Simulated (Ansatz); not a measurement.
**AlFH2···F (doublet): density, localisation and related maps**

Input

```
crystal:
  periodic: [false, false, false]
  atoms:
    - { symbol: Al, position_ang: [0.0, 0.0, 0.0] }
    - { symbol: H, position_ang: [0.0, 0.0, 1.81] }
    - { symbol: H, position_ang: [1.351, 0.0, -0.78] }
    - { symbol: F, position_ang: [-1.4635, 0.0, -0.845] }
    - { symbol: F, position_ang: [0.0, 0.0, 3.03] }
magnetization:
  spin_polarized: true
  initial_magnetization: 1
basis:
  gaussian: { orbitals: def2-SVP }
hamiltonian:
  xc: b3lyp
  dispersion: d4
relax:
  f_tol: 0.15
  max_steps: 25
  restrain:
    - { distance: [1, 4], at: 2.12, k: 30.0 }
    - { distance: [0, 1], at: 1.56, k: 30.0 }
output:
  orbitals: {}
```

Run with:

```sh
ansatz run input.yaml --threads 2 --pin off --max-ram 3072MiB --backend cpu --events-out ev --progress --plain --runs-dir out
```

The fields are those of the run's last geometry, not of the input's.

Not at a stationary point (largest force 0.8 eV/Å).

Theory: Ansatz, UKS B3LYP-D4/def2-SVP.

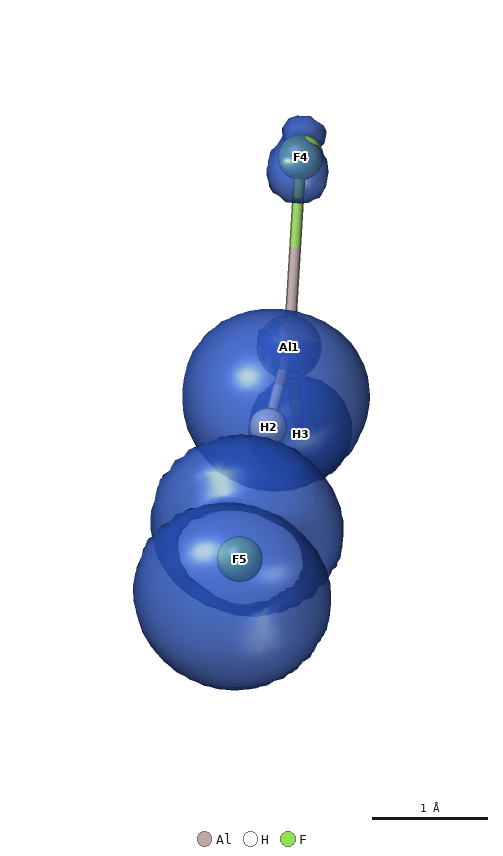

Figure 1. Isosurface of the spin density at +0.015 e/Å³ (blue), seen at an oblique angle.

**Describe the spin distribution.**

The unpaired spin (1 electron) lies mostly on F5 (about 0.9), in electrons by Hirshfeld's partition.

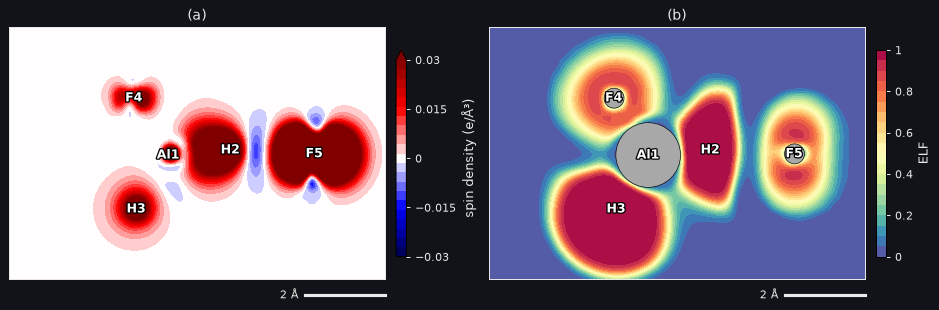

Figure 2. (a) spin density (α minus β); (b) electron localisation function on the molecular plane. Grey discs cover the atomic cores in the ELF map.

**Describe what can be read from this map.**

- The section cuts through Al, H and F sites.
- F5···H2 (2.11 Å): the ELF dips to about 0.10 between them.
- Al–F (1.66 Å): the ELF peaks at about 0.85 in the valence shell of F, 0.6 Å from its nucleus, and is about 0.30 at the midpoint.
- Al–H (1.57 Å): the ELF climbs to about 1 towards the hydrogen.
- The ELF also peaks beside F4, away from the bonds: non-bonding electrons, paired or unpaired.

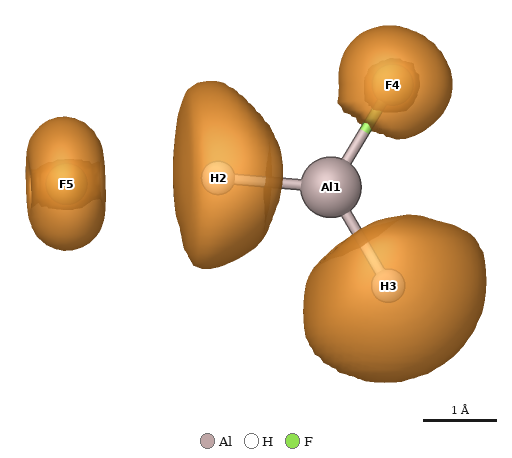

Figure 3. Isosurface of the electron localisation function at 0.75 (orange), seen across its widest extent. Core shells and regions of very low density are left out.

**What do the ELF domains correspond to?**

At this value the surface marks out two regions around hydrogen nuclei and two regions wrapped around F (the valence shell of each).
